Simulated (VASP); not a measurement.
Band structure of Cd$_{3}$ZnS$_{4}$ (ordered alloy cell). Level of theory: PBEsol GGA, VASP's PBE PAW potentials (set 64) (plane waves; VASP).

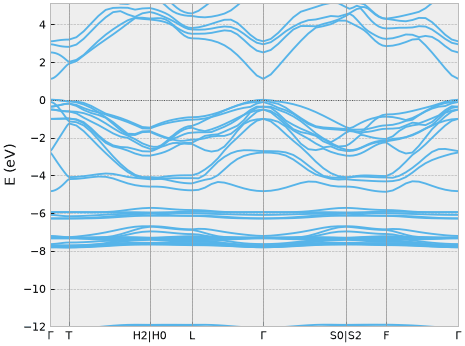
*Bands along high-symmetry lines, zero at the valence-band maximum or, without a gap, the Fermi level*

Q: Read the plot: is there a gap, and where are the band edges?

A: The gap is direct, 1.11 eV, from the valence maximum at Γ to the conduction minimum at Γ. (Edges off the drawn lines would not show.)

The structure was generated: Cd3ZnS4 was put into an ordered model structure (R3m), which need not be its known phase. It was relaxed first.
